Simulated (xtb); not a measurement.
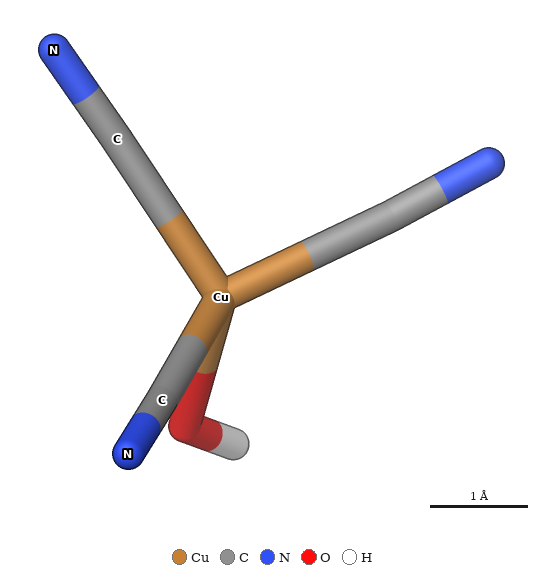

Figure 1. The structure as given in the input (stick view, seen at a tilt). Sticks mark near contacts.

C3HCuN3O (charge −2): single-point calculation

The run: single-point calculation of C3HCuN3O, charge −2, multiplicity 2. Method and program: GFN2-xTB (xtb 6.7.1 later snapshot).

The run did not end well. The geometry comes from this level: GFN1-xTB.

## What the program printed
```
* xtb version 6.7.1
   ID    Z sym.   atoms
    1   29 Cu     1
    2    6 C      2, 4, 6
    3    7 N      3, 5, 7
    4    8 O      8
    5    1 H      9

           -------------------------------------------------
          |                Calculation Setup                |
           -------------------------------------------------

          program call               : xtb --input xtb.inp -c -2 --uhf 1 --gfn 2 --scc -- struc.xyz
          coordinate file            : struc.xyz
          omp threads                :                     1

           -------------------------------------------------
          |                 G F N 2 - x T B                 |
           -------------------------------------------------

      * Hamiltonian:
        H0-scaling (s, p, d)           1.850000    2.230000    2.230000
        zeta-weighting                 0.500000
      * Dispersion:
        s8                             2.700000
        a1                             0.520000
        a2                             5.000000
        s9                             5.000000
      * Repulsion:
        kExp                           1.500000    1.000000
        rExp                           1.000000
      * Coulomb:
        alpha                          2.000000
        third order                    shell-resolved
        anisotropic                    true
        a3                             3.000000
        a5                             4.000000
        cn-shift                       1.200000
        cn-exp                         4.000000
        max-rad                        5.000000

          ...................................................
          :                      SETUP                      :
          :.................................................:
          :  # basis functions                  39          :
          :  # atomic orbitals                  38          :
          :  # shells                           18          :
          :  # electrons                        47          :
          :  max. iterations                    12          :
          :  Hamiltonian                  GFN2-xTB          :
          :  restarted?                      false          :
          :  GBSA solvation                  false          :
          :  PC potential                    false          :
          :  electronic temp.          300.0000000     K    :
          :  accuracy                    1.0000000          :
          :  -> integral cutoff          0.2500000E+02      :
          :  -> integral neglect         0.1000000E-07      :
          :  -> SCF convergence          0.1000000E-05 Eh   :
          :  -> wf. convergence          0.1000000E-03 e    :
          :  Broyden damping             0.4000000          :
          :  net charge                         -2          :
          :  unpaired electrons                  1          :
          ...................................................

 iter      E             dE          RMSdq      gap      omega  full diag
   1    -23.9021997 -0.239022E+02  0.104E+01    4.17       0.0  T
   2    -23.8934940  0.870574E-02  0.845E+00    2.61       1.0  T
   3    -24.0281361 -0.134642E+00  0.464E+00    3.35       1.0  T
   4    -24.0830107 -0.548746E-01  0.145E+00    3.14       1.0  T
   5    -24.0889065 -0.589581E-02  0.103E+00    3.04       1.0  T
   6    -24.0894790 -0.572454E-03  0.875E-01    3.08       1.0  T
   7    -24.0889875  0.491476E-03  0.750E-01    3.03       1.0  T
   8    -24.0902230 -0.123553E-02  0.370E-01    3.01       1.0  T
   9    -24.0904059 -0.182896E-03  0.234E-01    3.04       1.0  T
  10    -24.0904510 -0.450421E-04  0.836E-02    3.00       1.0  T
  11    -24.0904825 -0.315143E-04  0.547E-02    3.00       1.0  T
  12    -24.0904811  0.134773E-05  0.403E-02    3.01       1.0  T

   *** convergence criteria cannot be satisfied within 12 iterations ***

         #    Occupation            Energy/Eh            Energy/eV
      -------------------------------------------------------------
         1        2.0000           -0.3315411              -9.0217
       ...           ...                  ...                  ...
        18        2.0000           -0.0692599              -1.8847
        19        2.0000           -0.0567276              -1.5436
        20        2.0000           -0.0507925              -1.3821
        21        2.0000           -0.0380905              -1.0365
        22        2.0000           -0.0349567              -0.9512
        23        2.0000           -0.0264674              -0.7202
        24        1.0000           -0.0038138              -0.1038 (HOMO)
        25                          0.1067105               2.9037 (LUMO)
        26                          0.1122719               3.0551
        27                          0.1141768               3.1069
        28                          0.1186873               3.2296
        29                          0.1219955               3.3197
       ...                                ...                  ...
        38                          1.3018466              35.4250
      -------------------------------------------------------------
                  HL-Gap            0.1105243 Eh            3.0075 eV
             Fermi-level            0.0181539 Eh            0.4940 eV

 SCC (total)                   0 d,  0 h,  0 min,  0.010 sec
 SCC setup                      ...        0 min,  0.000 sec (  0.946%)
 Dispersion                     ...        0 min,  0.000 sec (  0.650%)
 classical contributions        ...        0 min,  0.000 sec (  0.089%)
 integral evaluation            ...        0 min,  0.001 sec ( 13.350%)
 iterations                     ...        0 min,  0.005 sec ( 55.888%)
 molecular gradient             ...        0 min,  0.003 sec ( 27.325%)
 printout                       ...        0 min,  0.000 sec (  1.612%)

########################################################################
[ERROR] Program stopped due to fatal error
-3- Single point calculation terminated
-2- xtb_calculator_singlepoint: Electronic structure method terminated
-1- scf: Self consistent charge iterator did not converge
########################################################################
```

## Standard error
```
ERROR STOP
Error termination. Backtrace:
abnormal termination of xtb
```

This output came from the following input.

## Input file (struc.xyz)
```
9
[Cu(CN)3(OH)]2-
Cu    -0.029930    -0.093090    -0.005040
C      1.821730    -0.234830     0.750260
N      2.873000    -0.228110     1.243400
C     -0.033980     1.818430    -0.559350
N     -0.079700     2.936830    -0.863390
C     -1.840220    -0.124520     0.861390
N     -2.868340    -0.075040     1.398730
O     -0.239780    -1.670950    -1.289210
H      0.397220    -2.328740    -1.536780
```

## File xtb.inp
```
$scc
   maxiterations=12
$end
```

Command:
```bash
xtb --input xtb.inp -c -2 --uhf 1 --gfn 2 --scc -- struc.xyz | tee struc.out
```

## What the run reported

- outcome: not converged
- electrons treated: 47
- basis functions: 39
- hardware: 1 thread of Arm Neoverse N1, 16 GiB of memory available, shared host
- peak memory: 0.074 GiB

Settings chosen away from the usual ones: method = gfn2-xtb; task = energy; x = {"max_iter": 12}. The run did not converge. Its last values are not results. The record of the run, not the program, notes: no spin polarisation: high-spin states lie too high.
